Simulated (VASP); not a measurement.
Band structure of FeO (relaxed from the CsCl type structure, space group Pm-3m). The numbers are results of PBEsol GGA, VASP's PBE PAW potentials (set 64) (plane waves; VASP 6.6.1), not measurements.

The moments were started parallel, and other spin orders were not tried in this run.

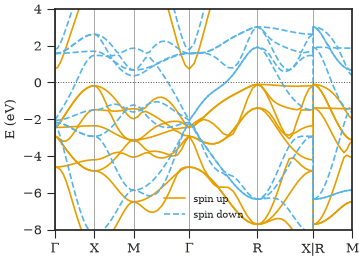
Bands along high-symmetry lines, zero at the valence-band maximum or, without a gap, the Fermi level

**Question.** Read the plot: is there a gap, and where are the band edges?

**Answer.** It has no gap at this level: it comes out as a metal or semimetal. (Edges off the drawn lines would not show.)

The structure was generated: FeO was put into the CsCl type type (Pm-3m), which need not be its known phase. It was relaxed first.
